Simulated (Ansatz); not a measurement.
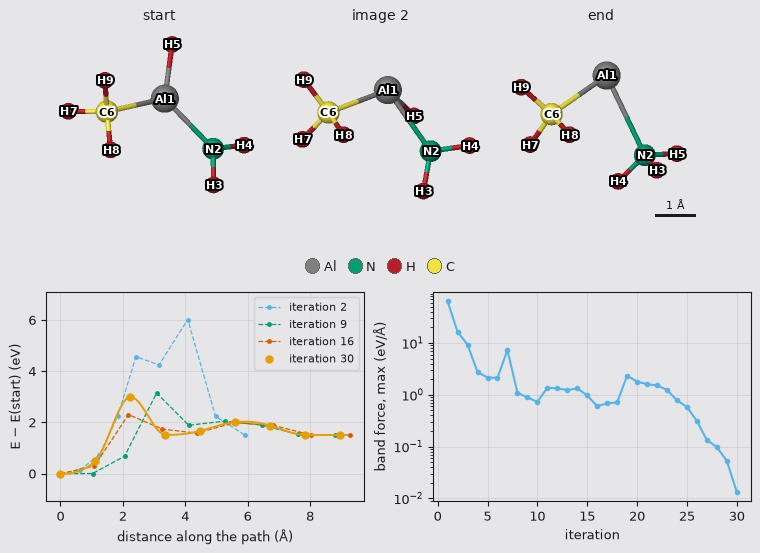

A nudged-elastic-band calculation for CH₆AlN. Images are numbered from 0 (start) to 8 (end). The plot follows the band through its iterations. A ball-and-stick model, seen at a tilt.

These are results of RKS PBE0-D4/def2-TZVP (Ansatz 0.2.0), not measurements. Settings: 7 movable images; climbing image; force threshold 0.05 eV/Å; iteration limit 60; starting path through a guess of the saddle point.

Question: Judge this run.

Answer: The run is converged, with reservations. The band converged in 30 iterations. The largest component of the band force went from 64 to 0.013 eV/Å. The climbing image converged on the top of the path. Its vibrational analysis gives one imaginary mode (1448i cm⁻¹), as a transition state must have. The first iteration put the highest image at 18.66 eV. The highest point, image 2, lies 3.00 eV above the start and 1.49 eV above the end; the end is at +1.51 eV relative to the start. The profile has 2 maxima (images 2, 5) with a dip at image 3 (+1.52 eV), so the process runs in steps.

The run took 3.1 min on 4 threads of Arm Neoverse V2, with other jobs on the host, peak memory 0.24 GiB.
